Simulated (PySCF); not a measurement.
C6H12FNSi

```csv
atom,x (Å),y (Å),z (Å)
C,-1.6912,1.2001,-1.1276
Si,-1.4922,-0.0582,0.2837
C,-2.4174,-1.6673,-0.1223
C,0.3644,-0.4723,0.5068
C,1.2166,0.7594,0.7791
C,2.6920,0.3912,0.9694
F,3.4216,1.5139,1.3153
C,3.2330,-0.1796,-0.2520
N,3.6286,-0.6241,-1.2267
H,-2.7387,1.3626,-1.3620
H,-1.2643,2.1645,-0.8680
H,-1.2029,0.8585,-2.0365
H,-1.9921,0.5166,1.5465
H,-3.4728,-1.4766,-0.2885
H,-2.0247,-2.1384,-1.0188
H,-2.3396,-2.3875,0.6860
H,0.4863,-1.1784,1.3303
H,0.7415,-0.9723,-0.3877
H,0.8801,1.2671,1.6848
H,1.1423,1.4646,-0.0508
H,2.8206,-0.3270,1.7933
```

Geometry: GFN2-xTB.

Computed with PBE0/pcSseg-1, SCF density, gas phase, non-relativistic in PySCF.

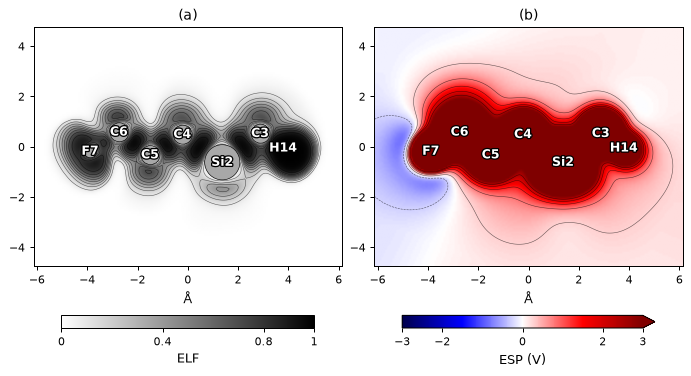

Figure 1. (a) electron localisation function; (b) electrostatic potential on the plane of atoms Si2, C3 and H14. Grey discs cover the atomic cores in the ELF map.

Q: What does the map show?

A:
- Atoms in the plane: Si, C, F and H.
- C–F (1.38 Å): the ELF peaks at about 0.85 between the atoms: a polar covalent bond.
- C–Si (1.90 Å): the ELF peaks at about 0.95 between the atoms; localised, covalent bonding.
- C–H (1.09 Å): the ELF climbs to about 1 towards the hydrogen, as it does in any bond to H: an ordinary covalent bond to hydrogen.
- C–C (1.52 Å): the ELF peaks at about 0.95 between the atoms (a shared electron pair).
- The ELF also peaks beside F7, away from the bonds: lone-pair regions.
- Outside the dense part of the molecule the potential is most negative (−0.8 V) near F7.

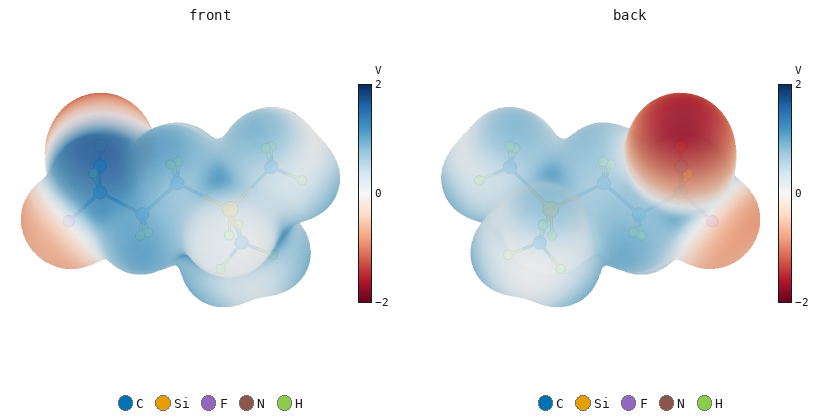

Figure 2. The molecular electrostatic potential painted on the density surface at 0.002 e/bohr³, seen from the front and from behind; the colour scale runs from red (negative) to blue (positive).

Q: Where is the surface potential most negative and most positive?

A: The most negative region (about −1.7 V) lies over N9, the most positive (about +1.5 V) over H21. N9 is the likeliest acceptor of a hydrogen bond.
